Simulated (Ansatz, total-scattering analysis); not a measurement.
**Isotope substitution on H in formic acid**

Two samples of formic acid (18 formic acid; O 40.0, C 20.0, H 40.0 atom %; 310 K, fixed volume (mean pressure 1.0 GPa); ρ₀ = 0.0798 Å⁻³) differ only in the isotope of H: D (b = 6.6681 fm) and H (b = -3.7395 fm). Other lengths: O 5.8037, C 6.6472 fm. The data are simulated by ab initio molecular dynamics with Ansatz (PBE, plane waves, PAW default files, Langevin thermostat, no spin, fixed volume, H with the mass of D). The average runs over 0.58 ps of 90 atoms, so shells between rare elements are rough. Mean temperature 310 K, largest m.s.d. 0.61 Å², energy drift -1 meV an atom (last third less first, no steady trend), Langevin friction 10 ps⁻¹; the first quarter of the run is discarded. Start: last frame of a classical run of this cell at the same density and temperature. So short a stretch relaxes bonds and nearest shells but still remembers its start. It is a liquid that moves slowly on the time of the run as far as so short a run tells. The partials come from the cell's reciprocal vectors below 4 Å⁻¹ and from g(r) above; absorption, incoherent and inelastic scattering are left out. F(Q) = Σ ci cj bi bj (Sij − 1), in barn per steradian and atom:

| Q (Å⁻¹) | 2H | 1H | difference |
| --- | --- | --- | --- |
| 0.9 | -0.276 | -0.241 | -0.035 |
| 1.2 | -0.138 | -0.189 | 0.052 |
| 1.5 | 0.093 | -0.074 | 0.168 |
| 1.8 | 0.337 | 0.071 | 0.266 |
| 2.1 | 0.202 | 0.090 | 0.112 |
| 2.4 | 0.025 | 0.101 | -0.076 |
| 2.7 | -0.088 | -0.006 | -0.082 |
| 3.0 | -0.092 | -0.060 | -0.032 |
| 3.3 | -0.090 | -0.081 | -0.008 |
| 3.6 | -0.069 | -0.054 | -0.015 |
| 3.9 | -0.048 | -0.033 | -0.016 |
| 4.2 | -0.055 | -0.016 | -0.039 |
| 4.5 | -0.077 | -0.009 | -0.068 |
| 4.8 | -0.094 | 0.006 | -0.100 |
| 5.1 | -0.073 | 0.032 | -0.105 |
| 5.4 | -0.028 | 0.054 | -0.083 |
| 5.7 | 0.008 | 0.065 | -0.057 |
| 6.0 | 0.029 | 0.060 | -0.031 |
| 6.3 | 0.046 | 0.038 | 0.008 |
| 6.6 | 0.059 | 0.006 | 0.053 |
| 6.9 | 0.070 | -0.017 | 0.086 |
| 7.2 | 0.073 | -0.027 | 0.100 |
| 7.5 | 0.058 | -0.033 | 0.091 |
| 7.8 | 0.023 | -0.039 | 0.062 |
| 8.1 | -0.012 | -0.038 | 0.026 |
| 8.4 | -0.029 | -0.030 | 0.000 |
| 8.7 | -0.031 | -0.018 | -0.013 |
| 9.0 | -0.027 | -0.007 | -0.021 |
| 9.3 | -0.023 | 0.001 | -0.024 |
| 9.6 | -0.019 | 0.005 | -0.024 |
| 9.9 | -0.015 | 0.008 | -0.023 |
| 10.2 | -0.011 | 0.012 | -0.023 |
| 10.5 | -0.007 | 0.016 | -0.023 |
| 10.8 | -0.005 | 0.019 | -0.024 |

The first difference in real space, ΔG(r), in barn (from the pair functions, so without the broadening of a finite Q range):

```tsv
r (Å)	first difference G(r)
0.50	-0.351
0.58	-0.351
0.66	-0.351
0.74	-0.351
0.82	-0.351
0.90	-0.347
0.98	1.798
1.06	1.576
1.14	1.226
1.22	-0.343
1.30	-0.351
1.38	-0.348
1.46	-0.275
1.54	-0.191
1.62	-0.154
1.70	-0.180
1.78	-0.193
1.86	0.092
1.94	0.388
2.02	0.633
2.10	0.114
2.18	-0.254
2.26	-0.191
2.34	-0.079
2.42	-0.096
2.50	-0.101
2.58	-0.143
2.66	-0.138
2.74	-0.111
2.82	-0.022
2.90	-0.035
2.98	-0.087
3.06	-0.106
3.14	-0.084
3.22	-0.069
3.30	-0.045
3.38	-0.015
3.46	0.004
3.54	0.014
```

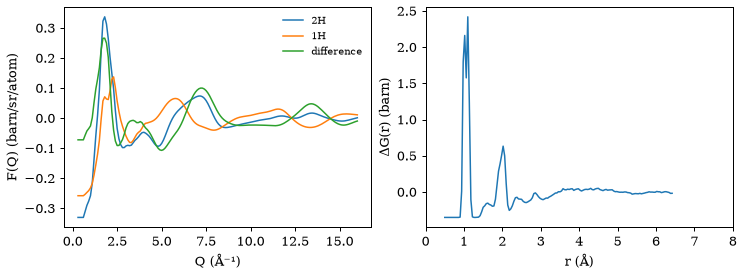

**Question.** Which pairs survive in the difference, and what is the first shell of H?

Pairs without H cancel. ΔG(r) = Σ W [g(r) − 1] with W = 2 c(H) c(j) b(j) Δb, and c(H)² (b₁² − b₂²) for H–H: H–O 0.1933, H–C 0.1107, H–H 0.0488 barn. At small r, ΔG → −ΣW = -0.353; in this finite cell the H–H term carries (N − 1)/N with N = 36 atoms of H, which gives -0.351.

The first feature holds O–H (1.00 Å, 0.5 neighbours by the coordinates) and C–H (1.10 Å, 0.5 neighbours by the coordinates) together, so its area gives only their weighted sum.

Shells of H from the coordinates: O–H at 1.00 Å, 0.5 neighbours to 1.28 Å; C–H at 1.10 Å, 0.5 neighbours to 1.42 Å; H–H at 2.86 Å, 9.1 neighbours to 4.18 Å, a soft count (first peaks with a usable minimum only). Counts average over all H, whatever molecule they sit on, and second peaks of a pair (H two bonds away, hydrogen bonds) add features between 1.5 and 2.5 Å that aren't listed. The structure is taken to be the same for both isotopes, which holds least well for H and D.

[Logs are printed without paths, hosts, clocks, repeated set-up lines and the standing remarks that a program may print on its own settings, such as how far it seeks lower states.]
